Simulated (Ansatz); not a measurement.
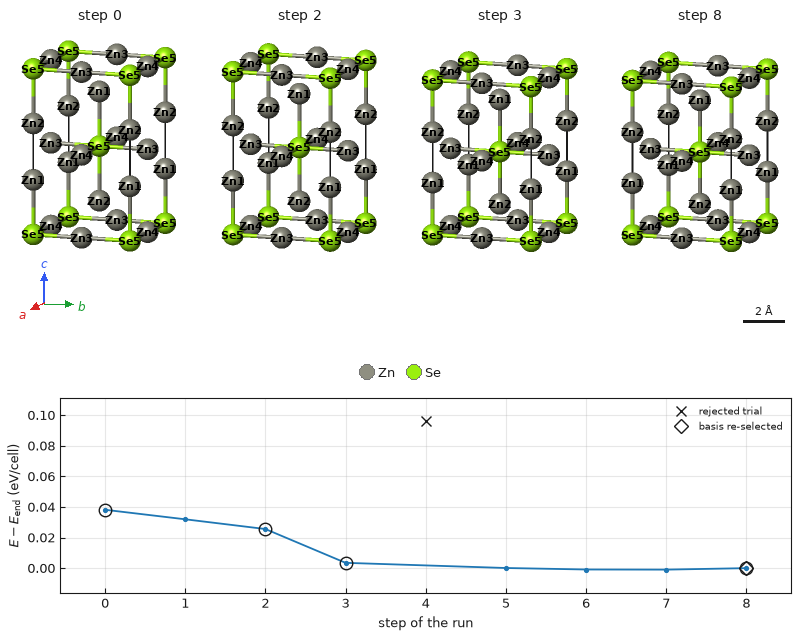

Frames of a relaxation of crystalline Zn₄Se (a generated structure, set up in I4/mmm), marked on the history of the run. Style: ball-and-stick. Shown: the conventional cell (2 times the calculation's cell), slightly off an axis. Lengths and directions refer to the drawn axes.

Computed with Ansatz 0.2.0, DFT PBE, scalar-relativistic, plane waves, PAW.

Input
```yaml
crystal:
  lattice:
    - [-2.538488836, 2.538488836, 4.1536019833]
    - [2.538488836, -2.538488836, 4.1536019833]
    - [2.538488836, 2.538488836, -4.1536019833]
  atoms:
    - { symbol: Zn, position: [0.3297140984, 0.3297140984, 0.0] }
    - { symbol: Zn, position: [0.6702859016, 0.6702859016, 0.0] }
    - { symbol: Zn, position: [0.5, 0.0, 0.5] }
    - { symbol: Zn, position: [0.0, 0.5, 0.5] }
    - { symbol: Se, position: [0.0, 0.0, 0.0] }
basis:
  ecutwfc: 420
kpoints:
  mp_grid: { grid: [10, 10, 10] }
hamiltonian:
  xc: pbe
scf:
  occupations: { method: gaussian, width: 0.1 }
output:
  forces: true
  stress: true
  eigenvalues: true
relax:
  adjacent_minimum: "off"
  f_tol: 0.01
  max_steps: 80
  cell: { stress_tol: 0.05 }
```

Launched with:
```bash
ansatz run input.yaml --threads 1 --pin off --max-ram 2560MiB --backend cpu --events-out ev --progress --plain --runs-dir out
```

### What happens along the run?

The largest moves relative to the cell, 0.040 Å, are those of Zn1 and Zn2. Zn1 goes along +c. Se stays in place. The volume changes by −2.6 %, with a = b 5.077 → 5.190 Å (+2.2 %), c 8.307 → 7.741 Å (−6.8 %). Near-neighbour distances that change, for instance: Zn1–Se5 2.739 → 2.592 Å, Zn3–Se5 2.538 → 2.595 Å. The space group stays I4/mmm (No. 139). Over 6 accepted moves (8 points after the start) the energy falls by 38.2 meV per cell of the calculation. The largest force component goes from 0.0028 to 0.0047 eV/Å. Pressure: −0.01 GPa at the start and 0.01 GPa at the end. The line search rejected the trial step at point 4 of the run. At 1 point the geometry stayed and the basis and grid were re-selected for the new cell (energy shift of 1.0 meV per cell of the calculation at most each time). From step 0 to 2: volume −0.6 %, energy −12.6 meV per cell of the calculation. From step 2 to 3: Zn atoms move most (0.05 Å), volume −2.7 %, energy −22.1 meV per cell of the calculation. From step 3 to 8: Zn atoms move most (0.02 Å), volume +0.7 %, energy −3.5 meV per cell of the calculation.
